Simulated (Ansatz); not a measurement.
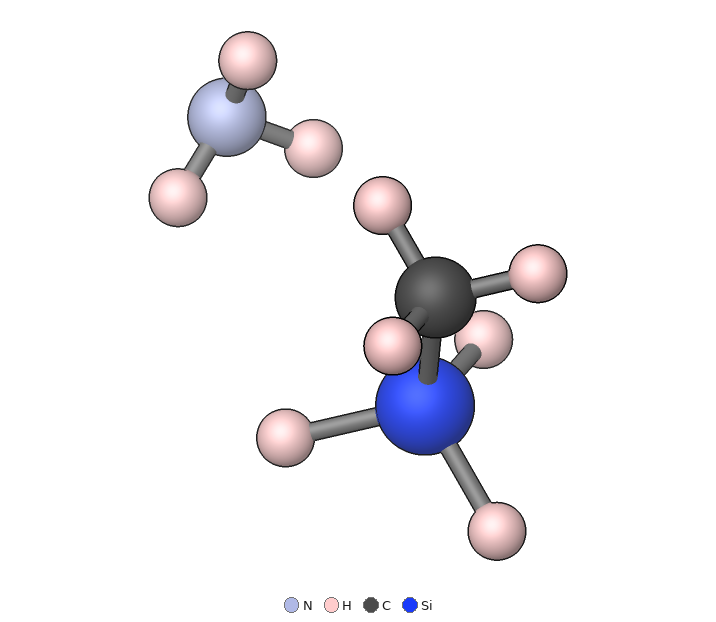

The geometry was computed by an optimisation with PBE0-D4/def2-TZVP. No frequency run is at hand to confirm it as a minimum.

Draw it as a skeletal formula.

SMILES: C[SiH3].N

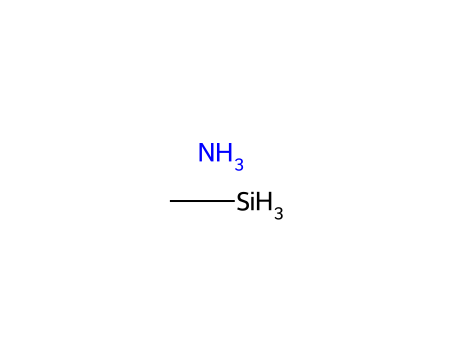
